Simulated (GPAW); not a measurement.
## A GW chain in GPAW: Ba2NF (R-3m)

Wanted: ground state, empty states, screening and self-energy for Ba2NF (R-3m).

Program: GPAW 26.7.0. Level of theory: LDA and many-body steps on it, plane waves. Results are calculated unless marked as measured.

### 1. The starting structure

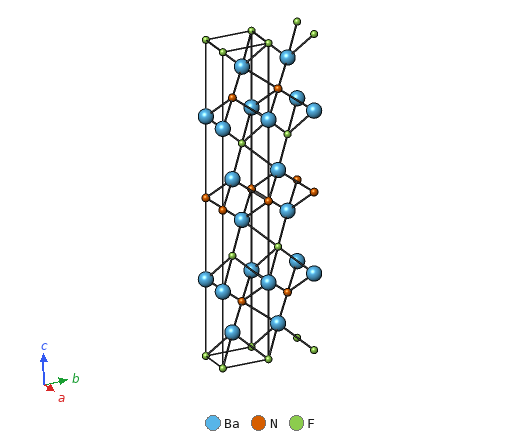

The starting structure, seen slightly off an axis (barium blue, nitrogen orange, fluorine green). 1×2×1 cells are drawn. This picture shows the conventional cell, with its axes. Bonds to atoms that aren't drawn are left out. Some periodic images of atoms are drawn too.

The cell and positions are those that the Materials Project relaxed with its own functionals (PBE, PBE+U or r2SCAN), kept fixed. Spin-orbit coupling is left out unless a step names it.

### 2. Ground state

This step: GPAW 26.7.0; DFT, LDA, plane waves, PAW.

The ground-state density comes first.

run.py

```python
import json
import numpy as np
from gpaw.mpi import world
from ase import Atoms
from gpaw import GPAW, PW, FermiDirac

atoms = Atoms(['Ba', 'Ba', 'N', 'F'],
    cell=[[2.0108224243, 1.1609488680, 6.6751031400],
      [-2.0108224243, 1.1609488680, 6.6751031400],
      [0.0000000000, -2.3218977359, 6.6751031400]],
    scaled_positions=[[0.7576400200, 0.7576400200, 0.7576400200],
      [0.2423599800, 0.2423599800, 0.2423599800],
      [0.5000000000, 0.5000000000, 0.5000000000],
      [0.0000000000, 0.0000000000, 0.0000000000]],
    pbc=(True, True, True))
calc = GPAW(mode=PW(600),
    xc='LDA',
    kpts={'size': (8, 8, 8), 'gamma': True},
    occupations=FermiDirac(0.001),
    nbands=-8,
    convergence={'density': 1e-6, 'bands': -3},
    maxiter=100,
    txt='gs.txt')
atoms.calc = calc
res = {'energy': atoms.get_potential_energy()}
kpts = calc.get_ibz_k_points()
res['kpts'] = kpts
res['eigenvalues'] = [calc.get_eigenvalues(kpt=k) for k in range(len(kpts))]
res['n_electrons'] = calc.get_number_of_electrons()
calc.write('gs.gpw')

if world.rank == 0:
    with open('result.json', 'w') as f:
        json.dump(res, f, default=lambda x: x.tolist())
```

On the command line:

```bash
mpirun -n 4 gpaw python run.py
```

Numbers of over 12 decimals in the logs are rounded to 6 here.

The program printed:

```text
__  _  _
 | _ |_)|_||  |
 |__||  | ||/\| - 26.7.0

Input parameters:
  mode=PW(ecut=600.0),
  convergence={'density': 1e-06, 'bands': -3},
  kpts=MonkhorstPack(size=(8, 8, 8), gamma=True),
  maxiter=100,
  nbands=-8,
  occupations=Occupations(name='fermi-dirac', width=0.001, fixmagmom=False),
  xc=XC(name='LDA')
  [... matrices ...]
Diagonalizing LCAO Hamiltonian
Converting LCAO to pw mode

       Ba

       N

       Ba

       F

Atoms  # Å, Bohr magnetons
|   | symbol |        x |        y |         z |    initial magnetic moments |
| 0 |     Ba | 0.000000 | 0.000000 | 15.171976 | ( 0.0000,  0.0000,  0.0000) |
| 1 |     Ba | 0.000000 | 0.000000 |  4.853334 | ( 0.0000,  0.0000,  0.0000) |
| 2 |      N | 0.000000 | 0.000000 | 10.012655 | ( 0.0000,  0.0000,  0.0000) |
| 3 |      F | 0.000000 | 0.000000 |  0.000000 | ( 0.0000,  0.0000,  0.0000) |

Unit cell  # Å
| periodic |         x |         y |        z |  lengths |    angles |
|      yes |  2.010822 |  1.160949 | 6.675103 | 7.067405 | 33.060392 |
|      yes | -2.010822 |  1.160949 | 6.675103 | 7.067405 | 33.060392 |
|      yes |  0.000000 | -2.321898 | 6.675103 | 7.067405 | 33.060392 |

Number of symmetries: 12
Symmetry operations  # r_c * U_cc + t_c -> r_c
|    | kind |            matrix            |
|  0 |  E   |  1, 0, 0,  0, 1, 0,  0, 0, 1 |
|  1 |  σ   |  1, 0, 0,  0, 0, 1,  0, 1, 0 |
|  2 |  σ   |  0, 1, 0,  1, 0, 0,  0, 0, 1 |
|  3 |  C3  |  0, 1, 0,  0, 0, 1,  1, 0, 0 |
|  4 |  C3  |  0, 0, 1,  1, 0, 0,  0, 1, 0 |
|  5 |  σ   |  0, 0, 1,  0, 1, 0,  1, 0, 0 |
|  6 |  C2  |  0, 0,-1,  0,-1, 0, -1, 0, 0 |
|  7 |  S6  |  0, 0,-1, -1, 0, 0,  0,-1, 0 |
|  8 |  S6  |  0,-1, 0,  0, 0,-1, -1, 0, 0 |
|  9 |  C2  |  0,-1, 0, -1, 0, 0,  0, 0,-1 |
| 10 |  C2  | -1, 0, 0,  0, 0,-1,  0,-1, 0 |
| 11 |  i   | -1, 0, 0,  0,-1, 0,  0, 0,-1 |

BZ-sampling:
  Number of BZ points: 512
  Number of IBZ points: 65

  Monkhorst-Pack size: [8, 8, 8]
  Monkhorst-Pack shift: [0.0625, 0.0625, 0.0625]

K-points  # in reciprocal-cell coordinates
|     |                                coordinates |     weight |
|   0 | (  0.00000000,   0.00000000,   0.00000000) | 0.00195312 |
|   1 | (  0.12500000,   0.00000000,  -0.12500000) | 0.01171875 |
|   2 | (  0.12500000,   0.00000000,   0.00000000) | 0.01171875 |
|   3 | (  0.12500000,   0.12500000,  -0.12500000) | 0.01171875 |
|   4 | (  0.12500000,   0.12500000,   0.00000000) | 0.01171875 |
|   5 | (  0.12500000,   0.12500000,   0.12500000) | 0.00390625 |
|   6 | (  0.25000000,  -0.12500000,  -0.12500000) | 0.01171875 |
|   7 | (  0.25000000,   0.00000000,  -0.25000000) | 0.01171875 |
|   8 | (  0.25000000,   0.00000000,  -0.12500000) | 0.02343750 |
|   9 | (  0.25000000,   0.00000000,   0.00000000) | 0.01171875 |
| ... |                                            |            |
|  64 | (  0.50000000,   0.50000000,   0.50000000) | 0.00195312 |

Plane wave coefficients: 3138
Cutoff: 600.0 eV

Spin-components: 1 (collinear spins)
Bands:           24
Projectors:      22
Spin-degeneracy: 2
Datatype:        complex128

  Storage: CPU
  Wave functions: 76_752_000 bytes (19_188_000 per core)
  Projectors: 92_742_000 bytes (23_185_500 per core)
  [... matrices ...]
Parallelization:
  kpt:    4
  domain: 1
  band:   1

Density:
  Valence electrons: 32.0
  Components: 1
  Grid points: [40 40 40]
  Charge: 0.0  # |e|

Potential:
  Grid points: [40 40 40]

species:
  Ba:
    name:    Barium
    Z:       56.0
    valence: 10
    core:    46
    charge:  0.0  # [|e|]
    compensation charges:
      type: gauss
      rc: 0.37  # [Å]
      lmax: 2
    cutoffs:
      filter: 2.06  # [Å]
      core: 2.33  # [Å]
    projectors
    | kind |    occ | energy [eV] | rcut [Å] |
    |   5s |  2.000 |     -33.774 |    1.164 |
    |   6s |  2.000 |      -3.346 |    1.164 |
    |   5p |  6.000 |     -18.813 |    1.164 |
    |    p |        |       0.000 |    1.164 |
    |    d |        |       0.000 |    1.164 |
    |    d |        |      27.211 |    1.164 |

    Using partial waves for Ba as LCAO basis

  N:
    name:    Nitrogen
    Z:       7.0
    valence: 5
    core:    2
    charge:  0.0  # [|e|]
    compensation charges:
      type: gauss
      rc: 0.18  # [Å]
      lmax: 2
    cutoffs:
      filter: 1.11  # [Å]
      core: 0.96  # [Å]
    projectors
    | kind |    occ | energy [eV] | rcut [Å] |
    |   2s |  2.000 |     -18.420 |    0.603 |
    |   2p |  3.000 |      -7.237 |    0.529 |
    |    s |        |       8.791 |    0.603 |
    |    p |        |      19.974 |    0.529 |
    |    d |        |       0.000 |    0.577 |

    Using partial waves for N as LCAO basis

  F:
    name:    Fluorine
    Z:       9.0
    valence: 7
    core:    2
    charge:  0.0  # [|e|]
    compensation charges:
      type: gauss
      rc: 0.20  # [Å]
      lmax: 2
    cutoffs:
      filter: 1.14  # [Å]
      core: 0.74  # [Å]
    projectors
    | kind |    occ | energy [eV] | rcut [Å] |
    |   2s |  2.000 |     -29.647 |    0.635 |
    |   2p |  5.000 |     -11.293 |    0.635 |
    |    s |        |      -2.435 |    0.635 |
    |    p |        |      15.918 |    0.635 |
    |    d |        |       0.000 |    0.635 |

    Using partial waves for F as LCAO basis

Reference energy: -446385.380341  # eV

eigensolver:
  PPCG
  Converge bands: -3
  niter=2

density mixing:
  MSR1-Mixer
  Pratt-step length: 0.05
  Maximum mixing coefficient: 0.75
  Old densities: 10
  SVD Regularization: 0.005
  Good broyden scale: 1.0
  Trust region scale: 1.0
  Backstep threshold: 4.0
  History deletion threshold: 6.0
  Fourier metric: weight=20.0, sigma=0.015

occupation numbers:
  Fermi-Dirac:
    width: 0.0010  # eV

poisson solver:
  ecut: 4800.0  # eV

xc functional:
  name: None

Initialization done in: 1.912 s

convergence criteria:
- Maximum integral of absolute [dens]ity change: 1e-06 electrons / valence electron
- Maximum [total energy] change in last 3 cyles: 0.0005 eV / valence electron
- Maximum integral of absolute [eigenst]ate change: 4e-08 eV^2 / valence electron
maximum number of iterations: 100

SCF iterations
|iter     |     time |      energy | eigst |  dens |
|iter:   1|  |  -27.057538 | +1.46 |       |
|iter:   2|  |  -25.599672 | +0.52 | -0.90 |
|iter:   3|  |  -23.061646 | -0.24 | -0.96 |
|iter:   4|  |  -22.931312 | -1.12 | -1.33 |
|iter:   5|  |  -22.889821 | -1.90 | -1.52 |
|iter:   6|  |  -22.879482 | -2.66 | -2.02 |
|iter:   7|  |  -22.879328c| -3.55 | -2.53 |
|iter:   8|  |  -22.879219c| -4.17 | -2.86 |
|iter:   9|  |  -22.879213c| -5.41 | -3.58 |
|iter:  10|  |  -22.879213c| -6.22 | -4.35 |
|iter:  11|  |  -22.879213c| -6.80 | -4.95 |
|iter:  12|  |  -22.879213c| -7.34 | -5.38 |
|iter:  13|  |  -22.879213c| -7.92c| -6.09c|

Converged in 13 steps
SCF loop duration: 41.539 s (3.195 s/step)
Energy contributions relative to reference atoms: (reference = -446385.380341)
  [... matrices ...]
Energy contributions:
  Kinetic:          15.329796
  Coulomb:         -10.796819
  Zero:              0.103889
  External:          0.000000
  Xc:              -27.516078
  Entropy:          -0.000000
  Spinorbit:         0.000000
  ----------------------------
  Free energy:     -22.879213
  Extrapolated:    -22.879213

dipole moment: (0.000000, -0.000000, -59.725557)  # |e|*Ang

Fermi level: 7.459
Eigenvalues  # (at kpt = [0.000, 0.000, 0.000])
| band index |      eig [eV] | occ [0-2] |
|          0 |       -19.921 |     2.000 |
|        ... |               |           |
|          8 |        -4.523 |     2.000 |
|          9 |        -2.606 |     2.000 |
|         10 |         1.743 |     2.000 |
|         11 |         1.857 |     2.000 |
|         12 |         1.857 |     2.000 |
|         13 |         5.891 |     2.000 |
|         14 |         6.630 |     2.000 |
|         15 |         6.630 |     2.000 |
|         16 |         8.496 |     0.000 |
|         17 |        10.354 |     0.000 |
|         18 |        10.478 |     0.000 |
|         19 |        10.478 |     0.000 |
|         20 |        10.996 |     0.000 |
|         21 |        12.530 |     0.000 |
|         22 |        12.612 |     0.000 |
|         23 |        12.881 |     0.000 |

Gap: 0.910 eV
Transition (v -> c):
  (s=0, k=60, n=15, [0.50, 0.50, 0.00]) -> (s=0, k=60, n=16, [0.50, 0.50, 0.00])
No difference between direct/indirect transitions
# Writing to gs.gpw (mode='')
  [... matrices ...]
```

Wall time 45 s (4 MPI ranks of Arm Neoverse V2, shared host); peak memory 1 GiB; 3 min of CPU time.

This step gave:

- total energy: -22.88 eV
- gap: 0.9100 eV
- k of the valence top: 0.5, 0.5, 0
- k of the conduction bottom: 0.5, 0.5, 0
- least direct gap: 0.9100 eV

The gap is direct, at (0.500, 0.500, 0.000).

### 3. Empty states on the mesh, 4×4×4 mesh, 85 bands

The sums over transitions need many empty states on a uniform mesh; this step solves for them.

run.py

```python
import json
import numpy as np
from gpaw.mpi import world
from gpaw import GPAW

calc = GPAW('gs.gpw').fixed_density(kpts={'size': (4, 4, 4), 'gamma': True},
    nbands=99,
    convergence={'bands': 85},
    txt='nscf.txt')
calc.write('full.gpw', mode='all')
res = {}
kpts = calc.get_ibz_k_points()
res['kpts'] = kpts
res['eigenvalues'] = [calc.get_eigenvalues(kpt=k) for k in range(len(kpts))]
res['n_electrons'] = calc.get_number_of_electrons()

if world.rank == 0:
    with open('result.json', 'w') as f:
        json.dump(res, f, default=lambda x: x.tolist())
```

On the command line:

```bash
mpirun -n 4 gpaw python run.py
```

The program printed:

```text
Diagonalizing LCAO Hamiltonian
Converting LCAO to pw mode
convergence criteria:
- Maximum integral of absolute [eigenst]ate change: 4e-08 eV^2 / valence electron
maximum number of iterations: 100

SCF iterations
|iter     |     time |      energy | eigst |  dens |
|iter:   1|  |             | +3.95 |       |
|iter:   2|  |             | +2.72 |       |
|iter:   3|  |             | +1.64 |       |
[...]
|iter:  11|  |             | -6.10 |       |
|iter:  12|  |             | -6.91 |       |
|iter:  13|  |             | -7.49c|       |
SCF steps: 13
  __  _  _
 | _ |_)|_||  |
 |__||  | ||/\| - 26.7.0

Input parameters:
  mode=PW(ecut=600.0),
  convergence={'bands': 85},
  gpts=array([40, 40, 40]),
  kpts=MonkhorstPack(size=(4, 4, 4), gamma=True),
  maxiter=100,
  nbands=99,
  occupations=Occupations(name='fermi-dirac', width=0.001, fixmagmom=False),
  parallel={},
  xc=XC(name='LDA')
# Writing to full.gpw (mode='all')
  [... matrices ...]

timing:  # [seconds]
  Total: 0.034  # ━━━━━━━━━━━━━━━━━━━━━━━━━━━━━━━━━━━━━━━━━━━━━━━━━━━━━━━━━━━
```

Elapsed: 44 s, on 4 MPI ranks; peak memory 1.1 GiB; 2.9 min of CPU time.

Numbers from this step:

```yaml
gap: 0.9100 eV
k_of_the_valence_top: 0.5, 0.5, 0
k_of_the_conduction_bottom: 0.5, 0.5, 0
least_direct_gap: 0.9100 eV
k_points_computed: 13
lowest_point_of_the_top_converged_band_above_the_valence_top: 38.53 eV
```

On this mesh the gap is 0.910 eV.

### 4. Screening and self-energy, 4×4×4 mesh, 75 bands, screening to 50 eV

Now the one-shot GW correction: screening in the RPA, then the self-energy of the levels asked for.

This step: G0W0 on LDA, plane waves, PAW.

run.py

```python
import json
import numpy as np
from gpaw.mpi import world
from gpaw.response.g0w0 import G0W0

gw = G0W0('full.gpw',
    filename='gw',
    kpts=[0, 10],
    bands=(14, 18),
    ecut=50,
    nbands=75,
    integrate_gamma='WS',
    ppa=True)
gw.calculate()
res = {mode: {k: v for k, v in r.items() if k != 'sigma_eskwn'}
       for mode, r in gw.all_results.items()}

if world.rank == 0:
    with open('result.json', 'w') as f:
        json.dump(res, f, default=lambda x: x.tolist())
```

On the command line:

```bash
mpirun -n 4 gpaw python run.py
```

The program printed:

```text
Using integrator: PointIntegrator
FrequencyGridDescriptor(from 0.000+0.000j to 0.000+27.211j eV, 2 points)
Nonperiodic BCs:  [False False False]
Using integrator: PointIntegrator
FrequencyGridDescriptor(from 0.000+0.000j to 0.000+27.211j eV, 2 points)
Nonperiodic BCs:  [False False False]
  ___  _ _ _
 |   || | | |
 | | || | | |
 |__ ||_____|
 |___|

BZ k-points: Symmetries present (total): 12

  [... matrices ...]
64 k-points: 4 x 4 x 4 Monkhorst-Pack grid + [1/8,1/8,1/8]
13 k-points in the irreducible part of the Brillouin zone
       k-points in crystal coordinates                weights
   0:     0.00000000    0.00000000    0.00000000          1/64
   1:     0.25000000    0.00000000   -0.25000000          6/64
   2:     0.25000000    0.00000000    0.00000000          6/64
   3:     0.25000000    0.25000000   -0.25000000          6/64
   4:     0.25000000    0.25000000    0.00000000          6/64
   5:     0.25000000    0.25000000    0.25000000          2/64
   6:     0.50000000    0.00000000    0.00000000          3/64
   7:     0.50000000    0.25000000   -0.25000000          6/64
   8:     0.50000000    0.25000000    0.00000000         12/64
   9:     0.50000000    0.25000000    0.25000000          6/64
          ...
  12:     0.50000000    0.50000000    0.50000000          1/64

Distributing spins, k-points and bands (1 x 2 x 4) over 4 processes
Number of blocks: 1

Quasi particle states:
k-points (IBZ indices): [0, 10]
Band range: (14, 18)
  [... matrices ...]
Computational parameters:
Plane wave cut-off: 50 eV
Number of bands: 75
Coulomb cutoff: None
Broadening: 0.1 eV

fxc modes: GW
Kernel: RPA
Using Godby-Needs plasmon-pole approximation:
  Fitting energy: i*E0, E0 = 1.000 Hartree
Summing all q:

Calculating screened Coulomb potential
No Coulomb truncation
FrequencyGridDescriptor(from 0.000+0.000j to 0.000+27.211j eV, 2 points)
Removing empty qpoint cache files...

Calculating chi0 body with:
    Ground state adapter containing:
    Number of spins: 1
    Number of kpoints: 64
    Number of irreducible kpoints: 13
    Number of completely occupied states: 16
    Number of partially occupied states: 16
    Occupied states memory: 15.625 M / cpu

    Linear response parametrization:
    q_c: [0.0, 0.0, 0.0]
    Number of frequency points: 2
    Planewave cutoff: 50.0
    Number of bands: 75
    Number of planewaves: 73
    Broadening (eta): 1e-06
    comm.size: 4
    kncomm.size: 4
    blockcomm.size: 1

    Memory estimate of potentially large arrays:
        chi0_wGG: 0.162628 M / cpu
Integrating chi0 body.

Symmetries of q_c:
    Direct symmetries (Uq -> q): 12
    Indirect symmetries (TUq -> q): 0
In total 12 allowed symmetries.

  [... matrices ...]
13 groups of equivalent kpoints. 79.6875% reduction.

Integral kind: response function
Integrating chi0 head and wings.

Symmetries of q_c:
    Direct symmetries (Uq -> q): 12
    Indirect symmetries (TUq -> q): 0
In total 12 allowed symmetries.

  [... matrices ...]
13 groups of equivalent kpoints. 79.6875% reduction.

Integral kind: response function wings

Calculating chi0 body with:
    Ground state adapter containing:
    Number of spins: 1
    Number of kpoints: 64
    Number of irreducible kpoints: 13
    Number of completely occupied states: 16
    Number of partially occupied states: 16
    Occupied states memory: 15.625 M / cpu

    Linear response parametrization:
[... the further q-points ...]

Results:
f:      Occupation numbers
eps:     KS-eigenvalues [eV]
vxc:     KS vxc [eV]
exx:     Exact exchange [eV]
sigma:   Self-energies [eV]
dsigma:  Self-energy derivatives
Z:       Renormalization factors
qp:      QP-energies [eV]

k-point 0 (0): (0.000, 0.000, 0.000)                GW
band       f     eps     vxc     exx   sigma  dsigma       Z      qp
                                                                   GW
  14   1.000   6.630 -15.514 -18.520   3.223  -0.307   0.765   6.796
  15   1.000   6.630 -15.514 -18.520   3.223  -0.307   0.765   6.796
  16   0.000   8.496 -10.729  -6.258  -3.444  -0.199   0.834   9.353
  17   0.000  10.354 -10.994  -5.752  -3.780  -0.205   0.830  11.567

k-point 1 (10): (0.500, 0.500, 0.000)                GW
band       f     eps     vxc     exx   sigma  dsigma       Z      qp
                                                                   GW
  14   1.000   6.862 -15.983 -18.927   3.210  -0.303   0.768   7.066
  15   1.000   6.999 -16.190 -19.053   3.118  -0.298   0.770   7.195
  16   0.000   7.909  -9.720  -5.183  -3.462  -0.201   0.832   8.803
  17   0.000  10.659 -13.955  -9.245  -3.074  -0.246   0.802  11.972
```

Wall time 1.9 min (4 MPI ranks); peak memory 2.5 GiB.

Numbers from this step:

| Property | Result |
| --- | --- |
| G0W0 gap on the points computed | 1.608 eV |
| least direct G0W0 gap on the computed points | 1.608 eV |
| Z at the valence top | 0.7703 |
| Z at the conduction bottom | 0.8324 |
| starting gap on the mesh | 0.9100 eV |
| k of the valence top | 0.5, 0.5, 0 |
| k of the conduction bottom | 0.5, 0.5, 0 |

The gap on the mesh goes from 0.91 eV to 1.61 eV, a correction of +0.70 eV.

Limits: finite bands, cutoff and mesh; no spin-orbit coupling. v1 is the top filled band, c1 the lowest empty one. Levels before and after the correction, in eV, zero at the valence-band top of each column:

|  | conduction bottom | valence top |
| --- | --- | --- |
| Kohn-Sham | 0.91 | 0.00 |
| G0W0 | 1.61 | 0.00 |

|  | level | energy (eV) |
| --- | --- | --- |
| Kohn-Sham | (0.5 0.5 0) v2 | -0.137 |
| Kohn-Sham | (0.5 0.5 0) v1 | 0.000 |
| Kohn-Sham | (0.5 0.5 0) c1 | 0.910 |
| Kohn-Sham | (0.5 0.5 0) c2 | 3.660 |
| G0W0 | (0.5 0.5 0) v2 | -0.130 |
| G0W0 | (0.5 0.5 0) v1 | 0.000 |
| G0W0 | (0.5 0.5 0) c1 | 1.608 |
| G0W0 | (0.5 0.5 0) c2 | 4.777 |

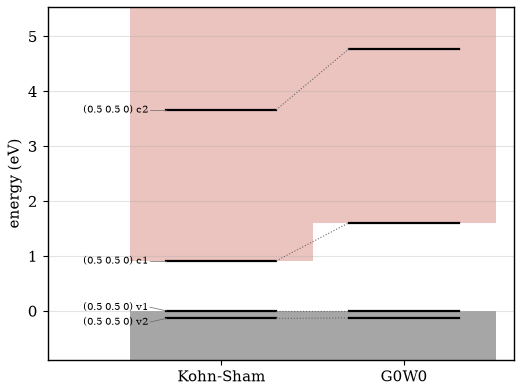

Levels before and after the correction. Shaded: valence and conduction bands.

### 5. Where the time went

Times are wall times on 4 MPI ranks of Arm Neoverse V2, shared host, good to a factor of about two.

| step | time | share | memory (GiB) |
| --- | --- | --- | --- |
| ground state | 45 s | 22 % | 1.0 |
| empty states on the mesh | 44 s | 22 % | 1.1 |
| screening and self-energy | 1.9 min | 56 % | 2.5 |

### 6. Outcome

| Item | Value |
| --- | --- |
| LDA gap | 0.91 eV, direct |
| G0W0 gap on the mesh | 1.61 eV |
| GW settings | 4×4×4 mesh, 75 bands, screening to 50 eV, Godby-Needs plasmon pole |
| known limits | not at the basis limit; no spin-orbit coupling |

**Reading.** G0W0 moves the gap on the mesh from 0.91 eV to 1.61 eV (+0.70 eV), with Z of 0.77 and 0.83 at the edges. Only 2 of the mesh's irreducible points were corrected, so a valley elsewhere could overtake. The dearest step here is «screening and self-energy». Bands and cutoff are finite, so the gap is not at the basis limit. The miss can reach some tenths of an eV and take either sign; the mesh is an error of its own. These stock PAW sets were not made for GW. In the G0W0 run levels were corrected at 2 k points alone, so a gap called «on the mesh» is the least over those, and an edge elsewhere would be missed. The many-body steps are scalar-relativistic: spin-orbit coupling is not in them.

[Paths, hosts, dates, memory and timing lines, banners, echoed tables and standing remarks are left out of the program output.]

[Logs are printed without paths, hosts, clocks, repeated set-up lines and the standing remarks that a program may print on its own settings, such as how far it seeks lower states.]

[Runs of the session that timed out or met a known fault of the program may be left out.]

[Hosts, paths, dates, database ids (printed as entryN), source tags and the programs' standing remarks are cut or masked in the printed files.]
